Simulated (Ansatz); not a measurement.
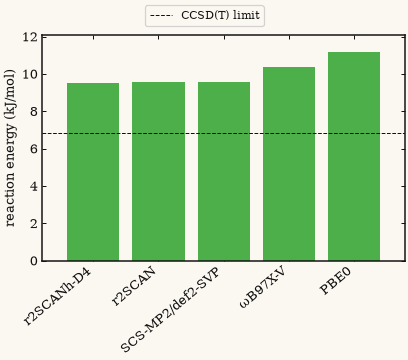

Electronic reaction energy of InH₃S ([SH][InH2]) + CH₄S (CS) → CH₅InS (C[S][InH2]) + H₂S (S) (SMILES in brackets) at several levels (functionals in def2-TZVPP unless a basis is named), isolated molecules at PBE0-D4 triple-zeta geometries, minima by their frequencies, no zero-point or thermal terms, the Ansatz code 0.2.0. The line is frozen-core CCSD(T) at the basis limit (MP2 extrapolated from triple and quadruple zeta, plus CCSD(T) less MP2 in a smaller set). No dispersion term is added to r2SCAN and PBE0. The distance of SCS-MP2/def2-SVP to the limit includes basis error. Core potentials past Kr.

What do zero-point energy and temperature add?

Zero-point change −3.3 kJ/mol; at 298.15 K and 1 bar the CCSD(T) limit plus thermal terms gives an enthalpy of reaction of 5.9 and a free energy of 6.1 kJ/mol (harmonic PBE0-D4 modes, ideal gas).

What range do the values span, the line included?

From 6.8 kJ/mol (CCSD(T) limit) to 11.2 kJ/mol (PBE0).

Known limits of this run: outer-core shells are correlated without core-valence functions, which makes the correlated values less sure; spin-orbit coupling is left out, and with In it can shift these values.
